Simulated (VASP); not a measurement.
Energy against volume of BN (zinc blende). Level of theory: PBE GGA with D4 dispersion, VASP's PBE PAW potentials (set 64) (plane waves; VASP 6.6.1).

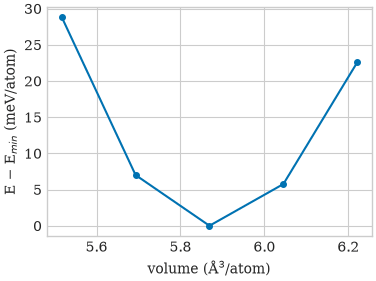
Figure. Energy against volume

### Question
Estimate the equilibrium volume and the bulk modulus.

### Answer
The minimum lies near 5.9 Å³/atom, and the curvature gives B0 of about 390 GPa.

Measured: bulk modulus 410 GPa at 0 K (computed value off by -5.9 %), as given by Daniel Mejia-Rodriguez et al., Physical Review B (2018), arXiv:1807.09216 [0 K value with the zero-point phonon effect removed]; a 3.593 Å at 0 K (computed value off by +0.4 %), as given by Tamar Goldzak et al., The Journal of Chemical Physics (2022), arXiv:2208.04865 [corrected for zero-point motion].

The compound is BN in the zinc blende structure. It was relaxed first.
